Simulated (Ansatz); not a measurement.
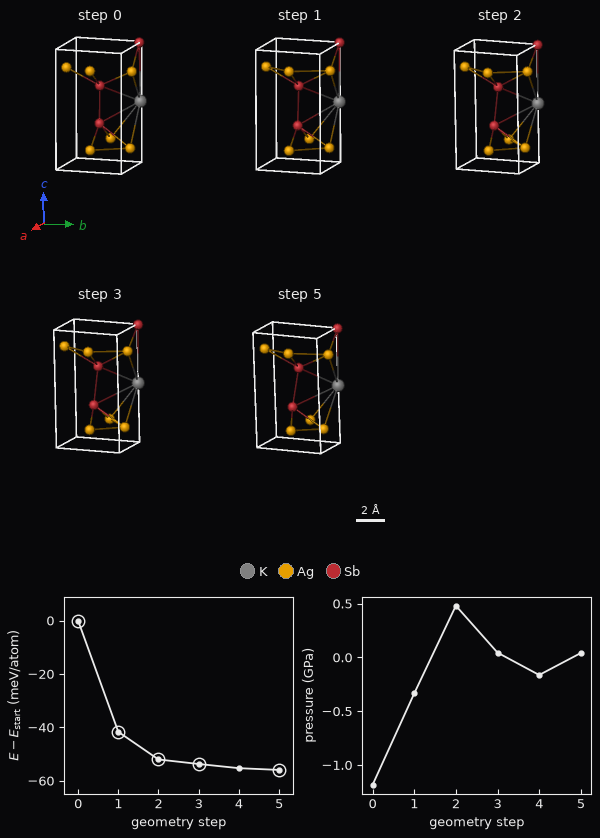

Frames of a relaxation of a crystal of KAg4Sb3 (a generated structure, set up in P1) (coarse preliminary run), marked on the history of the run. The picture is a ball-and-stick view of the cell of the calculation, seen slightly off an axis.

Level of theory: DFT PBE, scalar-relativistic, plane waves, PAW (Ansatz). Set-up: plane-wave cutoff 420 eV; k-point mesh 4 × 4 × 4; occupations gaussian; smearing width 0.2 eV; no spin polarisation; cell and atoms relaxed; force threshold 0.025 eV/Å; at most 60 steps.

> Describe the path.

The run was cut off at its time limit before the program reported convergence, but its last step already meets the force threshold: the largest component is 0.018 eV/Å against 0.025 eV/Å. The pressure is within 0.04 GPa of its target. Over 5 geometry steps the energy falls by 55.9 meV per atom. The largest force component goes from 0.96 to 0.018 eV/Å. Pressure: −1.18 GPa at the start and 0.04 GPa at the end. The largest move relative to the cell is that of a Sb atom, 0.43 Å roughly along [0 −3 −1]. Largest moves by element: Sb 0.43 Å, Ag 0.35 Å, K 0.11 Å. Cell: a 4.897 → 4.923 Å (+0.5 %), b 5.013 → 4.921 Å (−1.8 %), c 8.978 → 8.589 Å (−4.3 %), α 90.2° → 93.1°, β 89.6° → 86.9°, γ 89.9° → 87.9°. Volume −5.9 %. Near-neighbour distances that change, for instance: Ag–Ag 3.424 → 2.990 Å, Ag–Ag 3.375 → 2.992 Å, Ag–K 3.618 → 3.986 Å, Ag–Ag 3.378 → 3.049 Å. The space group (tolerance 0.01 Å) goes from P1 (No. 1) to C2 (No. 5). From step 0 to 1: a Sb atom moves most (0.19 Å), volume −3.7 %, energy −41.6 meV per atom. From step 1 to 2: an Ag atom moves most (0.19 Å), volume −2.6 %, energy −10.4 meV per atom. From step 2 to 3: an Ag atom moves most (0.06 Å), volume +0.8 %, energy −1.7 meV per atom. From step 3 to 5: an Ag atom moves most (0.15 Å), volume −0.5 %, energy −2.2 meV per atom.

| step | E − E(0), meV/atom | largest force component, eV/Å | pressure, GPa | volume, Å³/atom |
| --- | --- | --- | --- | --- |
| 0 | 0.00 | 0.9623 | -1.18 | 27.545 |
| 1 | -41.64 | 0.3222 | -0.33 | 26.515 |
| 2 | -52.00 | 0.1079 | 0.48 | 25.835 |
| 3 | -53.69 | 0.1480 | 0.05 | 26.033 |
| 4 | -55.26 | 0.0747 | -0.16 | 26.085 |
| 5 | -55.92 | 0.0180 | 0.04 | 25.914 |
